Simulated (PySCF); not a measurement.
# SiCNCl2OF (SMILES O=C=N[Si](F)(Cl)Cl) at 5 levels

We compute a comparison of 5 runs (HF/def2-SVP, BP86/pcseg-1, PBE0/def2-SVP, B3LYP/6-311G**, CCSD(T)/pcseg-1) of SiCNCl2OF. The job is set up through a Python script.

The calculation is run with PySCF 2.14.0.

**1. The structure to begin with**

SiCNCl2OF: 7 atoms, total charge 0, spin state singlet. As SMILES, `O=C=N[Si](F)(Cl)Cl`. The shape is that of a PBE0-D4/def2-TZVP optimisation. This is one conformer, not always the lowest.

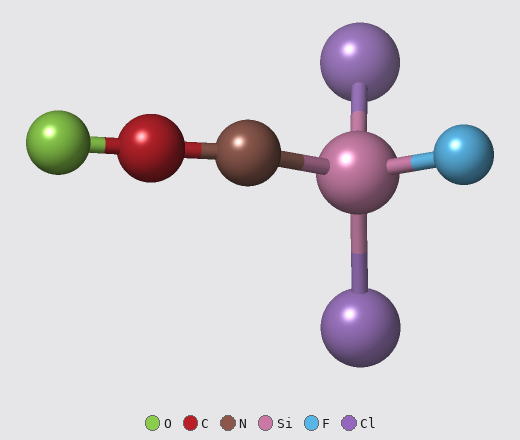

Viewed from a chosen angle; oxygen green, carbon red, nitrogen brown, silicon pink, fluorine blue, chlorine purple.

**2. Energy and gradient at HF/def2-SVP (run 1)**

Contents of job.py:

```python
from pyscf import gto, scf

molecule = gto.M(
    atom=[
    ('O', (-0.356900, -2.988300, 0.059200)),
    ('C', (-0.320900, -1.845900, -0.125000)),
    ('N', (-0.313900, -0.669900, -0.360600)),
    ('Si', (0.107200, 0.924900, -0.053200)),
    ('F', (-0.505100, 1.807900, -1.201700)),
    ('Cl', (-0.659200, 1.545800, 1.705100)),
    ('Cl', (2.109800, 1.157400, -0.069600)),
],
    verbose=4,
    max_memory=1860,
    basis='def2-svp',
)

calc0 = scf.RHF(molecule)
calc0.conv_tol = 1e-10
calc0.kernel()
if not calc0.converged:
    calc0 = calc0.newton().run(calc0.mo_coeff, calc0.mo_occ)

e_tot = calc0.e_tot
print('E = %.10f Eh' % e_tot)
grad = calc0.nuc_grad_method().kernel()
calc0.analyze()
```

Run with:

```
$ OMP_NUM_THREADS=1 python job.py
```

The log of the run:

```text
PySCF version 2.14.0

[... 86 lines left out ...]
Two-electron Energy =                 1069.599228931962216
[... 15 lines left out ...]
MO #12  energy= -8.05898297501352  occ= 2
[... 13 lines left out ...]
MO #26  energy= -0.768117524022863 occ= 2
[... 13 lines left out ...]
MO #40  energy= 0.148142604075128  occ= 0
[... 13 lines left out ...]
MO #54  energy= 0.64116387269141   occ= 0
[... 13 lines left out ...]
MO #68  energy= 1.0471001926022    occ= 0
[... 13 lines left out ...]
MO #82  energy= 1.40414534314844   occ= 0
[... 13 lines left out ...]
MO #96  energy= 2.522183063796     occ= 0
[... 13 lines left out ...]
MO #110 energy= 4.21020770029596   occ= 0
[... 120 lines left out ...]
Dipole moment(X, Y, Z, Debye):  0.28669,  0.01747,  0.44387
```

It took 11 s on 1 thread of Intel Xeon at 2.70GHz, shared host; peak memory 0.26 GiB.

**3. Energy and gradient at BP86/pcseg-1 (run 2)**

Contents of calc.py:

```python
import pyscf.grad
from pyscf import gto, dft

mol = gto.Mole()
mol.atom = '''
O     -0.674443    -5.647069     0.111872
C     -0.606413    -3.488245    -0.236216
N     -0.593185    -1.265928    -0.681435
Si     0.202579     1.747808    -0.100533
F     -0.954501     3.416436    -2.270884
Cl    -1.245707     2.921139     3.222172
Cl     3.986944     2.187169    -0.131525
'''
mol.max_memory = 1860
mol.basis = 'pcseg-1'
mol.verbose = 4
mol.unit = 'bohr'
mol.build()

mf = dft.RKS(mol)
mf.xc = 'bp86'
mf.grids.level = 5
mf.conv_tol = 1e-10
mf.kernel()
if not mf.converged:
    mf = mf.newton().run(mf.mo_coeff, mf.mo_occ)

etot = mf.e_tot
print(f'total energy: {etot:.8f} hartree')
grad = mf.Gradients().kernel()
dip = mf.dip_moment()
pop, q = mf.mulliken_pop()
```

Run with:

```
$ OMP_NUM_THREADS=1 python calc.py
```

The log of the run:

```text
PySCF version 2.14.0

[... 80 lines left out ...]
converged SCF energy = -1478.05301706906
total energy: -1478.05301707 hartree
[... 14 lines left out ...]
Dipole moment(X, Y, Z, Debye):  0.15600, -0.18445,  0.28346
[... 118 lines left out ...]
charge of    6Cl =     -0.19574
```

Run time: 68 s. Hardware: 1 thread of Intel Xeon at 2.70GHz, shared host; peak memory 1.1 GiB.

Runs 3 to 4 aren't shown in full; the table further down has their settings and results.

**4. A single-point energy at CCSD(T)/pcseg-1 (run 5)**

Contents of mol.xyz:

```xyz
7

O     -0.356900    -2.988300     0.059200
C     -0.320900    -1.845900    -0.125000
N     -0.313900    -0.669900    -0.360600
Si     0.107200     0.924900    -0.053200
F     -0.505100     1.807900    -1.201700
Cl    -0.659200     1.545800     1.705100
Cl     2.109800     1.157400    -0.069600
```

Contents of input.py:

```python
# O=C=N[Si](F)(Cl)Cl
from pyscf import gto, cc

mol = gto.Mole()
mol.atom = 'mol.xyz'
mol.basis = 'pcseg-1'
mol.max_memory = 1860
mol.verbose = 4
mol.build()

calc0 = mol.RHF()
calc0.conv_tol = 1e-10
calc0.kernel()
if not calc0.converged:
    calc0 = calc0.newton().run(calc0.mo_coeff, calc0.mo_occ)

mycc = cc.CCSD(calc0, frozen=19)
mycc.kernel()
e_t = mycc.ccsd_t()
e_tot = mycc.e_tot + e_t
print('E(%s) = %.9f' % ('CCSD(T)', e_tot))
dip = calc0.dip_moment()
pop, q = calc0.mulliken_pop()
```

Run with:

```
$ OMP_NUM_THREADS=1 python input.py
```

The log of the run:

```text
PySCF version 2.14.0

[... 67 lines left out ...]
converged SCF energy = -1474.61019057371
[... 12 lines left out ...]
Init t2, MP2 energy = -1475.59182671473  E_corr(MP2) -0.981636141022143
[... 13 lines left out ...]
CCSD converged
[... 3 lines left out ...]
Dipole moment(X, Y, Z, Debye):  0.22209, -0.13825,  0.37618
[... 118 lines left out ...]
charge of    6Cl =     -0.30266
```

Run time: 83 s. Hardware: 1 thread of Intel Xeon at 2.70GHz, shared host; peak memory 0.82 GiB.

**5. Overview of the runs**

```tsv
run	level	integration grid	task	energy (Eh)	dipole moment (D) of the reference	HOMO energy (eV)	LUMO energy (eV)	wall time
1	HF/def2-SVP	–	gradient	-1474.184240	0.53	-12.83	4.03	11 s
2	BP86/pcseg-1	5	gradient	-1478.053017	0.37	-8.25	-1.56	68 s
3	PBE0/def2-SVP	5	gradient	-1476.747038	0.43	-9.34	-0.12	43 s
4	B3LYP/6-311G**	5	gradient	-1478.173757	0.39	-9.24	-0.72	79 s
5	CCSD(T)/pcseg-1	–	energy	-1475.641031	0.46	-13.05	3.53	83 s
```

**6. Results**

| quantity | value |
| --- | --- |
| run 5: total energy | -1475.64103 Eh |
| run 5: dipole moment (Hartree–Fock density) | 0.46 D |
| run 5: HOMO energy (Hartree–Fock orbitals) | -13.05 eV |
| run 5: LUMO energy (Hartree–Fock orbitals) | 3.53 eV |
| run 5: HOMO–LUMO gap (Hartree–Fock orbitals) | 16.57 eV |
| run 5: correlation energy (19 core orbitals frozen) | -1030.8 mEh |
| run 5: (T) correction | -29.79 mEh |
| run 5: T1 diagnostic | 0.014 |

Over runs 1, 2, 3, 4 the dipole moment (its size) runs from 0.37 D (BP86/pcseg-1) to 0.53 D (HF/def2-SVP). The two ends differ in method and basis. Over runs 1, 2, 3, 4 the HOMO–LUMO gap runs from 6.69 eV (BP86/pcseg-1) to 16.87 eV (HF/def2-SVP). Totals of different functionals can't be ranked against each other. All runs together took 4.7 min, the longest 83 s.
